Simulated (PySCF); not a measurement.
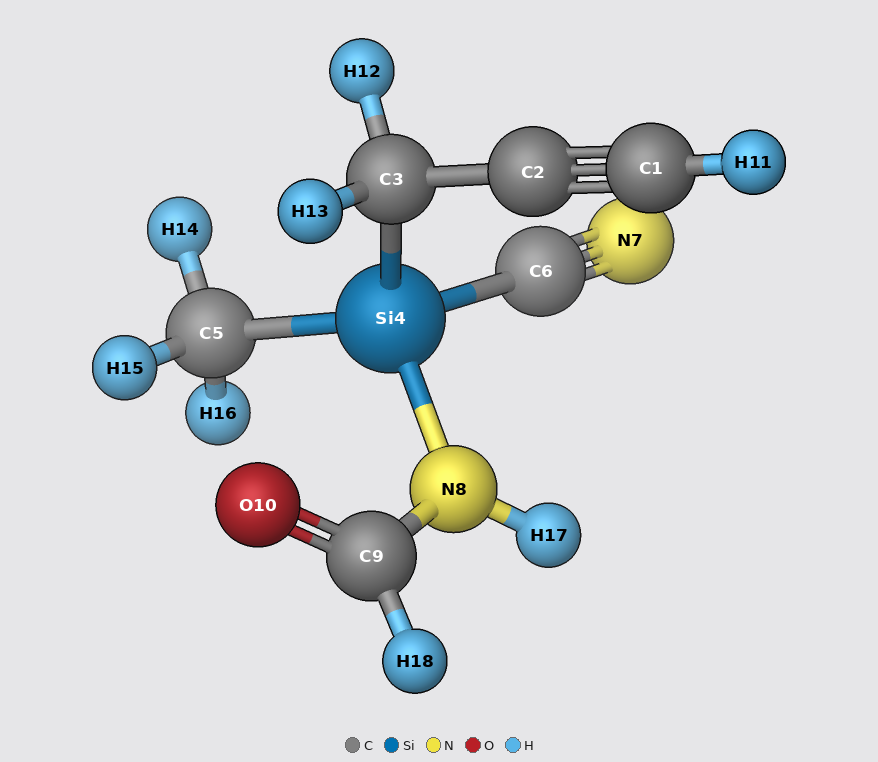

The computed structure is the end point of a GFN2-xTB optimisation. No frequency run is at hand to confirm it as a minimum. Electric field gradients from the ground-state density, PBE0/pcSseg-1 (PySCF 2.14.0), non-relativistic apart from any core potentials.

Give the largest field-gradient component, the quadrupole coupling constant and the asymmetry for 14N at N7 (Q = 20.44 mb), 14N at N8 (Q = 20.44 mb), 17O at O10 (Q = −25.6 mb).

```tsv
atom	V_zz (a.u.)	e²qQ/h (MHz)	η
N7	−1.169	−5.62	0.04
N8	−0.669	−3.21	0.42
O10	−1.548	9.31	0.08
```

The geometry is semi-empirical. Around Si such bond lengths and angles can be off by a tenth of an ångström or more and by several degrees, and values that hang on the shape move with them.
